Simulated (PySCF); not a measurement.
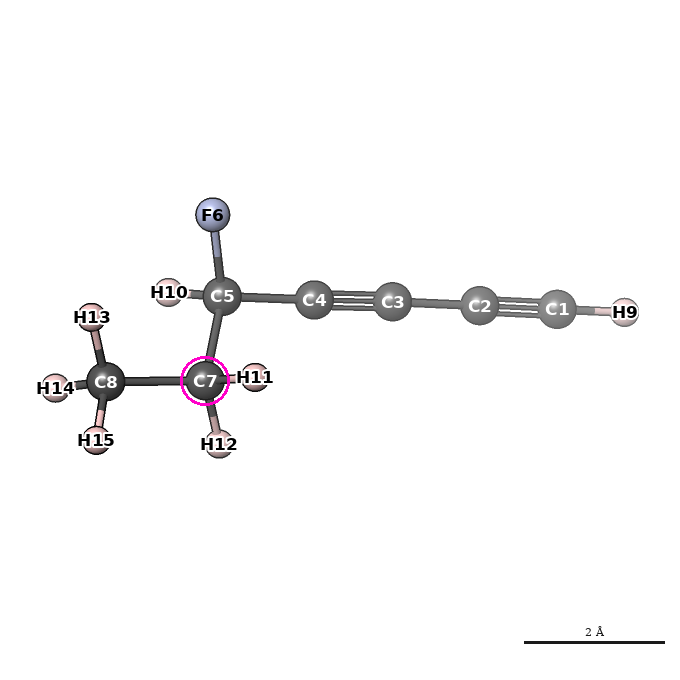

Orthographic view. Depth is shown by fading: the farther an atom, the more it takes the colour of the background. Geometry: an end point of a reaction path computed with GFN2-xTB.

Name the neighbours of the circled atom.

The circled atom is C7; it is bonded to C5, C8, H11, H12.

Of C8 and H14, which is nearer the viewer?

C8; the bond to H14 points away from the viewer, so it looks shorter than its 1.09 Å.

What is the shortest path along bonds from the circled atom to C1?

C7–C5–C4–C3–C2–C1, 5 bonds; through space the two are 5.93 Å apart.
